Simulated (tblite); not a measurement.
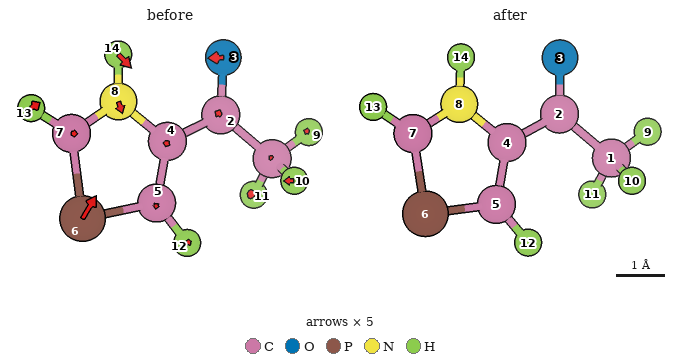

The structure of C5H6NOP before (left) and after (right) a relaxation, at one scale. The red arrows give the displacements, 5 times their true length.

A ball-and-stick model, seen at a tilt.

Theory: GFN2-xTB geometry optimisation, gas phase (tblite). 

> Describe what moved and what it gained.

After 22 geometry steps the energy has fallen by 44.4 kJ/mol. The atom that moves furthest after the best rigid fit is P6 (0.13 Å). Largest moves by element: P 0.13 Å, H 0.09 Å, O 0.08 Å, N 0.06 Å, C 0.04 Å. Some distances before and after: P6–C7 1.831 → 1.730 Å, C5–P6 1.846 → 1.748 Å, C4–N8 1.406 → 1.361 Å, C7–N8 1.374 → 1.339 Å. Bond angles that change, for instance: P6–C5–H12 117.6° → 123.7°, C5–P6–C7 82.9° → 88.3°, C4–C5–P6 116.6° → 112.5°.
